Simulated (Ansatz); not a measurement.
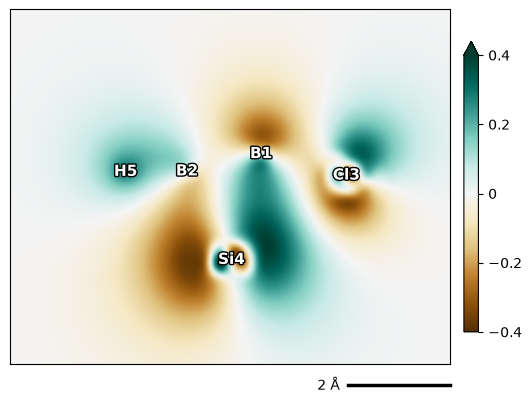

The picture shows: B₂ClHSi. The LUMO on the molecular plane (values in Å⁻³ᐟ²; the overall sign is arbitrary).

Geometry: PBE0-D3(BJ)/def2-SVP.

The calculation used isolated molecule in a Gaussian basis; Kohn-Sham density functional theory, functional PBE0 in Ansatz 0.2.0.

Input file:

```
crystal:
  periodic: [false, false, false]
  atoms:
    - symbol: B
      position_ang: [-0.801832, -0.277251, 0.495534]
    - symbol: B
      position_ang: [0.636960, -0.486874, 0.143590]
    - symbol: Cl
      position_ang: [-2.487223, -0.237120, 0.112096]
    - symbol: Si
      position_ang: [-0.298704, -0.841107, -1.527884]
    - symbol: H
      position_ang: [1.829817, -0.592487, 0.116944]
basis:
  gaussian: {orbitals: def2-TZVPD}
hamiltonian: {xc: {name: PBE0}}
output: {forces: true, orbitals: {seedname: orbitals}}
```

Launched as:

```sh
ansatz run input.yaml --threads 1 --pin off --max-ram 2610MiB --events-out events.jsonl --progress --plain --runs-dir runs
```

Where does this orbital lie, and at what energy?

Answer. It lies mainly on Si4 (about 55 %), Cl3 (about 15 %), B1 (about 15 %) and B2 (about 10 %); it is symmetric in the molecular plane (an in-plane orbital: σ, lone-pair or in-plane π type). Its energy is −3.10 eV.
